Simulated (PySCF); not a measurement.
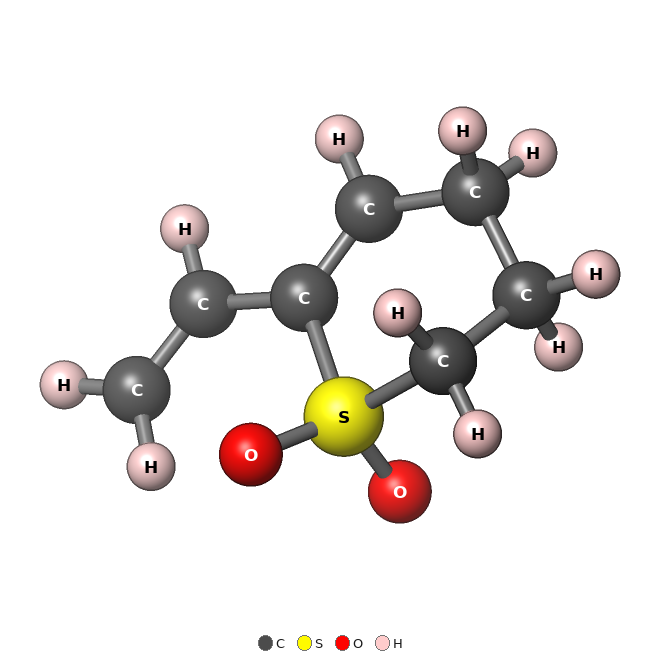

Ball-and-stick drawing of a structure.

What does the picture show?

It has 20 atoms: 7 carbon, 10 hydrogen, 2 oxygen and 1 sulfur (C₇H₁₀O₂S). Its SMILES string is `C=CC1=CCCCS1(=O)=O`. Independent rings (smallest set): 1 of 6 members. Among its groups: alkene, sulfone. This geometry has C1 symmetry. Coordination: 4 C trigonal planar; 3 C tetrahedral; 1 S tetrahedral.

The parts below concern this one geometry. Atoms keep their numbers from picture to picture. The geometry was computed by an optimisation with PBE0-D3(BJ)/def2-SVP. No frequency run is at hand to confirm it as a minimum.

Shape

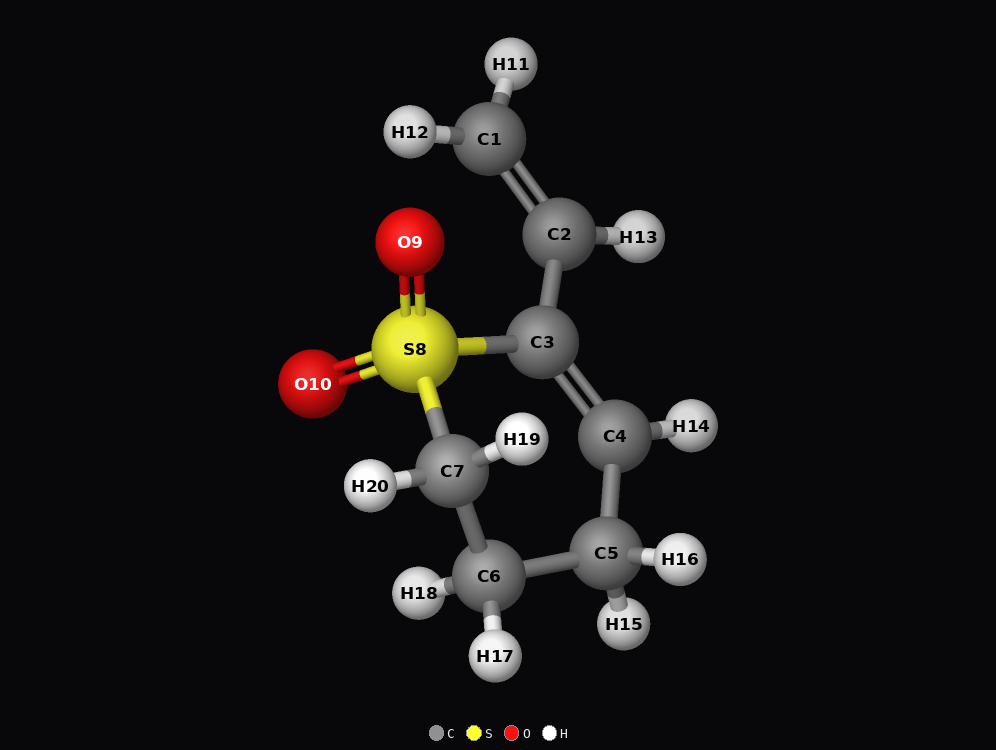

The atoms are numbered. No frequency run is at hand to confirm it as a minimum.

Which atoms are bonded, and how long are the bonds? Leave out bonds to hydrogen.

```csv
bond,length (Å),order
C1–C2,1.339,double
C2–C3,1.460,single
C3–C4,1.348,double
C3–S8,1.796,single
C4–C5,1.494,single
C5–C6,1.523,single
C6–C7,1.515,single
C7–S8,1.790,single
S8–O9,1.461,double
S8–O10,1.462,double
```

NMR shielding

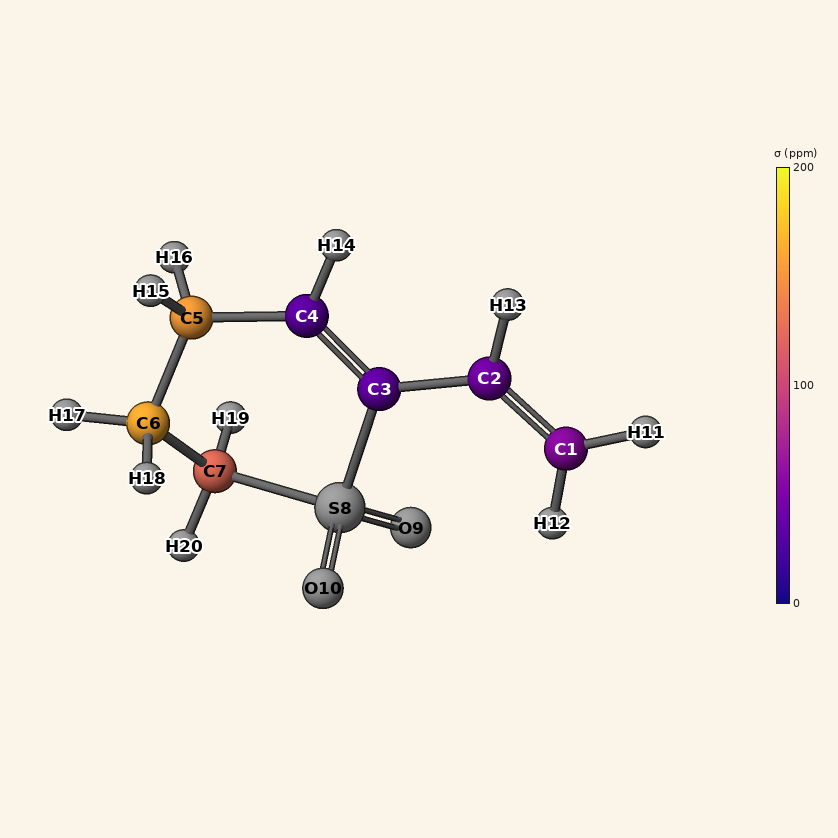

Atoms are coloured by their isotropic NMR shieldings (C only, the others grey). No frequency run is at hand to confirm it as a minimum. Level of theory: GIAO PBE0/pcSseg-1 NMR shielding, non-relativistic, IEF-PCM dimethylsulfoxide (PySCF 2.14.0).

Give the isotropic NMR shieldings of the C atoms atom by atom.

```tsv
atom	σ (ppm)
C1	58.3
C2	45.7
C3	37.7
C4	34.5
C5	155.5
C6	163.4
C7	127.0
```

Electronic properties

No frequency run is at hand to confirm it as a minimum. Properties computed with PBE0/pcSseg-1 in acetone (IEF-PCM) (PySCF 2.14.0).

> Estimate the HOMO energy (Kohn–Sham orbital).

−7.03 eV.

> Estimate the HOMO–LUMO gap.

5.77 eV.

> What is the dipole moment?

7.29 D.

Quadrupole coupling

No frequency run is at hand to confirm it as a minimum. Electric field gradients from the ground-state density, PBE0/pcSseg-1 in acetone (IEF-PCM) (PySCF 2.14.0), non-relativistic apart from any core potentials.

Give the largest field-gradient component, the quadrupole coupling constant and the asymmetry for 33S at S8 (Q = −67.81 mb), 17O at O9 (Q = −25.6 mb), 17O at O10 (Q = −25.6 mb).

| atom | V_zz (a.u.) | e²qQ/h (MHz) | η |
| --- | --- | --- | --- |
| S8 | −0.240 | 3.82 | 0.26 |
| O9 | 1.491 | −8.97 | 0.11 |
| O10 | 1.459 | −8.78 | 0.12 |
